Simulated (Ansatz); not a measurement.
Input

```
crystal:
  periodic: [false, false, false]
  atoms:
    - { symbol: O, position_ang: [-1.889, 0.5029, -0.4616] }
    - { symbol: Ge, position_ang: [-0.2471, 0.7389, 0.0662] }
    - { symbol: Sb, position_ang: [1.0612, -1.4131, -0.5029] }
    - { symbol: H, position_ang: [-1.7943, 0.3723, -1.4471] }
    - { symbol: H, position_ang: [0.3997, 1.9429, -0.6796] }
    - { symbol: H, position_ang: [-0.2142, 1.0006, 1.5963] }
    - { symbol: H, position_ang: [-0.2433, -2.03199, -1.48696] }
    - { symbol: H, position_ang: [1.83353, -0.61838, -1.95032] }
basis:
  gaussian: { orbitals: def2-SVP }
hamiltonian:
  xc: b3lyp
  dispersion: d4
relax:
  f_tol: 0.015
  max_steps: 40
output:
  orbitals: {}
```

Command:

```sh
ansatz run input.yaml --threads 2 --pin off --max-ram 3072MiB --backend cpu --events-out ev --progress --plain --runs-dir out
```

The fields are those of the run's last geometry, not of the input's.

Core potentials replace the inner electrons of Sb.

Computed with RKS B3LYP-D4/def2-SVP in Ansatz 0.2.0.

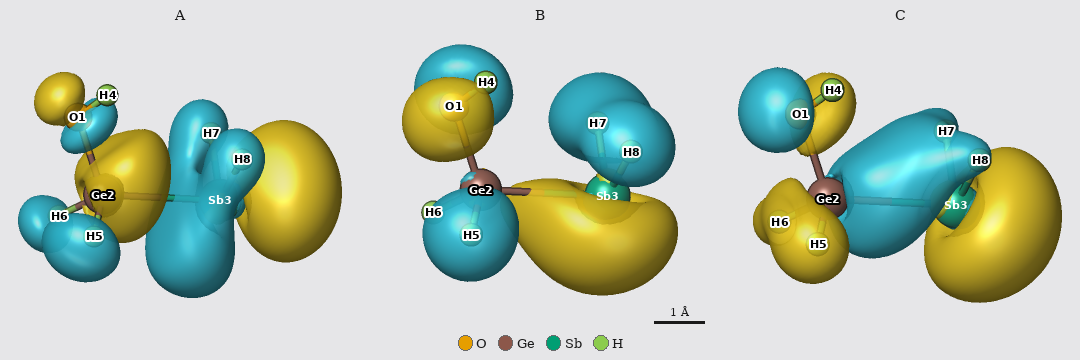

GeH5OSb. Three frontier orbitals at ±0.08 Å⁻³ᐟ² (yellow and cyan are the two phases), in no order.

**Order the three orbitals by energy and name them.**

B is the HOMO−1 (−8.04 eV). It lies mainly on Sb3 (about 35 %), O1 (about 30 %), H7 (about 10 %), Ge2 (about 10 %), H5 (about 10 %) and H8 (about 5 %). C is the HOMO (−6.83 eV). Its weight (Hirshfeld) is mainly on Sb3 (about 55 %), Ge2 (about 20 %) and O1 (about 15 %). A is the LUMO (−0.77 eV). Its weight (Hirshfeld) is mainly on Sb3 (about 50 %), Ge2 (about 25 %) and O1 (about 5 %).

**What is the HOMO–LUMO gap?**

6.06 eV between the orbital energies.
